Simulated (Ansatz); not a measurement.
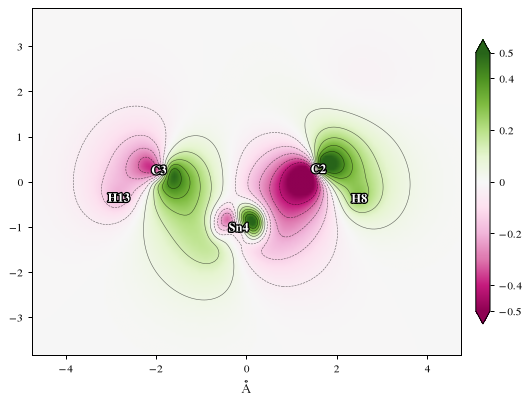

*C₃H₉Sn (doublet). The HOMO (β) on the plane of atoms C2, Sn4 and C3 (values in Å⁻³ᐟ²; the overall sign is arbitrary).*

Geometry: PBE0-D3(BJ)/def2-SVP; core potentials replace the inner electrons of Sn.

Computed with Ansatz, isolated molecule in a Gaussian basis; Kohn-Sham density functional theory, functional PBE0.

```xyz
13

C     0.3548   -0.1402    0.7772
C     0.8995    0.1214    2.1748
C     1.6934   -3.3023    2.5288
Sn    0.6893   -1.6234    3.4778
H     0.4640    0.7472    0.1294
H     0.8816   -0.9687    0.2770
H    -0.7164   -0.3974    0.7938
H     0.3776    0.9601    2.6611
H     1.9694    0.3813    2.1484
H    -1.0051   -2.0120    3.5706
H     2.7718   -3.1066    2.4500
H     1.2776   -3.4416    1.5188
H     1.5353   -4.2215    3.1095
```

### What is the character of this orbital?

It lies mainly on C2 (about 30 %), Sn4 (about 25 %), C3 (about 15 %) and C1 (about 5 %). Its energy is −7.38 eV.
